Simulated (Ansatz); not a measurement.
## Electronic structure of BrGaH₄N₂···H₂O in real space

```xyz
11

Ga    0.1597    0.6685   -0.5428
O    -0.3151   -0.0034    2.3146
H    -1.0314   -0.1374    1.6730
N     1.6990    0.0449   -1.2378
H     1.8216   -0.9520   -1.3824
H     2.5640    0.4740   -0.9267
N    -1.5115   -0.0648   -0.4667
H    -1.7081   -0.9085   -0.9986
H    -2.2924    0.5834   -0.5454
Br    0.1557    2.8678    0.3982
H    -0.2698    0.9795    2.3554
```

Not at a stationary point (largest force 1.1 eV/Å).

These are results of RKS PBE0-D4/def2-SVP (Ansatz 0.2.0), not measurements.

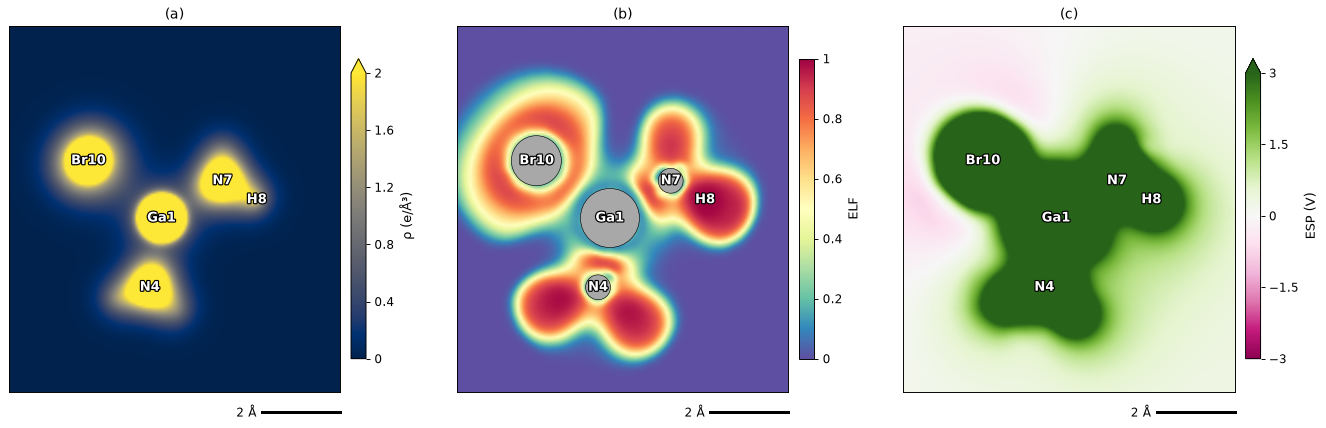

Figure 1. (a) total electron density; (b) electron localisation function; (c) molecular electrostatic potential on the plane of atoms N4, Ga1 and N7. Grey discs cover the atomic cores in the ELF map.

> What do the fields say about this system?

The section cuts through Ga, N, H and Br sites.
Ga–N (1.80 Å): ρ is about 0.95 e/Å³ halfway; the ELF peaks at about 0.85 in the valence shell of N, 0.6 Å from its nucleus, and is about 0.35 at the midpoint.
Ga–Br (2.39 Å): ρ is about 0.54 e/Å³ halfway, with its minimum of 0.47 e/Å³ about 1.0 Å from Ga; the ELF peaks at about 0.80 in the valence shell of Br, 1.0 Å from its nucleus, and is about 0.65 at the midpoint.
N–H (1.02 Å): the density is about 2.7 e/Å³ at the midpoint; the ELF climbs to about 1 towards the hydrogen, as it does in any bond to H: a covalent bond by its length.
The ELF also peaks beside Br10, away from the bonds: lone-pair regions.
Outside the dense part of the complex the potential is most negative (−0.7 V) near Br10.

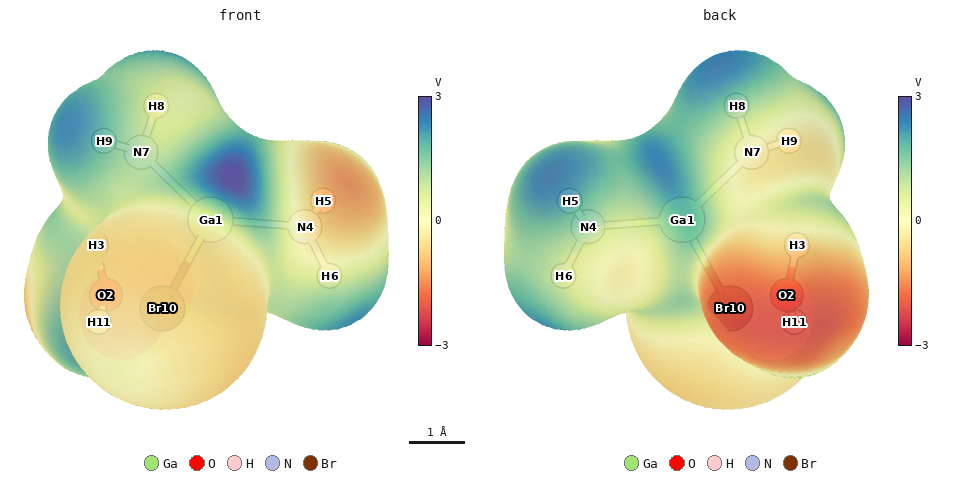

Figure 2. The molecular electrostatic potential painted on the density surface at 0.004 e/bohr³, seen from the front and from behind; the colour scale runs from red (negative) to blue (positive).

> Where is the surface potential most negative and most positive?

The most negative region (about −2.2 V) lies over O2, the most positive (about +2.8 V) over Ga1. O2 is the likeliest acceptor of a hydrogen bond.

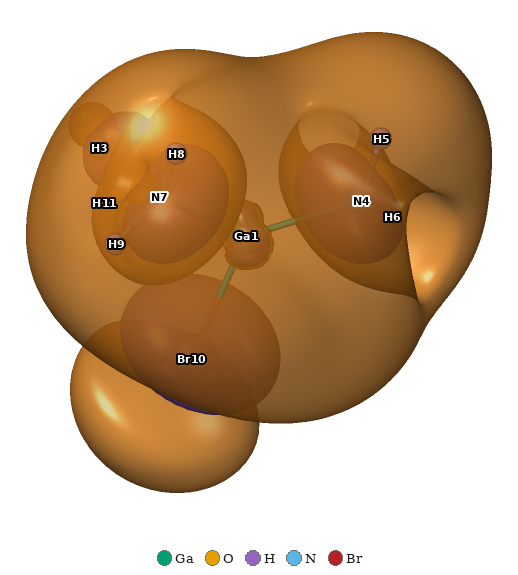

Figure 3. The LUMO at ±0.04 Å⁻³ᐟ² (orange and purple are the two phases), seen from one side.

> Describe this orbital and give its energy.

It lies mainly on Ga1 (about 40 %), Br10 (about 20 %), N7 (about 10 %) and N4 (about 10 %). Its energy is −0.44 eV.

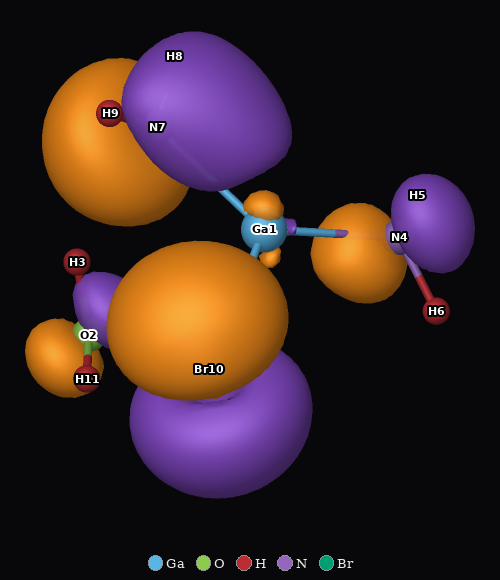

Figure 4. The HOMO−1 at ±0.1 Å⁻³ᐟ² (orange and purple are the two phases), seen across its widest extent.

> Where does this orbital lie, and at what energy?

By Hirshfeld shares it lies mainly on Br10 (about 40 %), N7 (about 35 %) and Ga1 (about 5 %); largely a combination of lone pairs on Br10 and N7. Its energy is −7.84 eV.
